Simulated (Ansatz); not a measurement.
Input file:

```
crystal:
  lattice:
    - [3.9315555571, 2.2698846592, 7.6646734031]
    - [-3.9315555571, 2.2698846592, 7.6646734031]
    - [0.0, -4.5397693184, 7.6646734031]
  atoms:
    - { symbol: K, position: [0.570595661, 0.929404339, 0.25] }
    - { symbol: K, position: [0.25, 0.570595661, 0.929404339] }
    - { symbol: K, position: [0.929404339, 0.25, 0.570595661] }
    - { symbol: K, position: [0.429404339, 0.070595661, 0.75] }
    - { symbol: K, position: [0.75, 0.429404339, 0.070595661] }
    - { symbol: K, position: [0.070595661, 0.75, 0.429404339] }
    - { symbol: Cl, position: [0.3384231409, 0.3384231409, 0.3384231409] }
    - { symbol: Cl, position: [0.1615768591, 0.1615768591, 0.1615768591] }
    - { symbol: Cl, position: [0.6615768591, 0.6615768591, 0.6615768591] }
    - { symbol: Cl, position: [0.8384231409, 0.8384231409, 0.8384231409] }
basis:
  ecutwfc: 420
kpoints:
  mp_grid: { grid: [6, 6, 6] }
hamiltonian:
  xc: pbe
scf:
  occupations: { method: gaussian, width: 0.1 }
output:
  forces: true
  stress: true
  eigenvalues: true
  write_density: true
  write_potential: true
  elf: true
  volumetric_format: npy
relax:
  adjacent_minimum: "off"
  f_tol: 0.01
  max_steps: 80
  cell: { stress_tol: 0.05 }
```

Launched as:

```sh
ansatz run input.yaml --threads 1 --pin off --max-ram 2560MiB --backend cpu --events-out ev --progress --plain --runs-dir out
```

Below, planes, directions and counts refer to the conventional cell (a = 7.86 Å, b = 7.86 Å, c = 23.13 Å, α = 90.00°, β = 90.00°, γ = 120.00°).

The fields are those of the run's last geometry, not of the input's.

Space group R-3c; started from the corundum_167 prototype, which need not be the ambient phase.

Computed with Ansatz 0.2.0, DFT PBE, scalar-relativistic, plane waves, PAW.

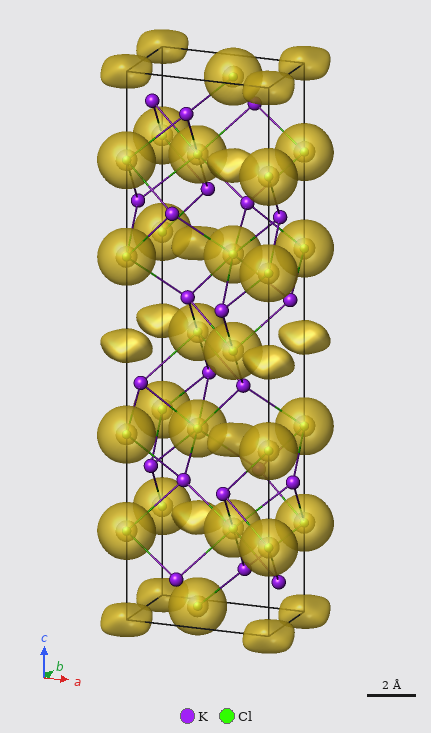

K3Cl2. Isosurface of the ELF at 0.75 (yellow), seen slightly off an axis. Only the valence region is drawn (cores and ρ < 0.01 e/Å³ removed). Sticks mark near contacts.

Describe the localisation domains.

Answer. At this value the surface marks out twelve regions wrapped around Cl (the valence shell of each) and six pockets between the atoms, centred on no nucleus (multi-centre or interstitial), counted in one cell of 30 atoms. Any copies at cell faces, edges or corners count once. Profiles from the grid: K–Cl (3.23 Å): the ELF is about 0.05 at the midpoint: no localised pair shows between them.
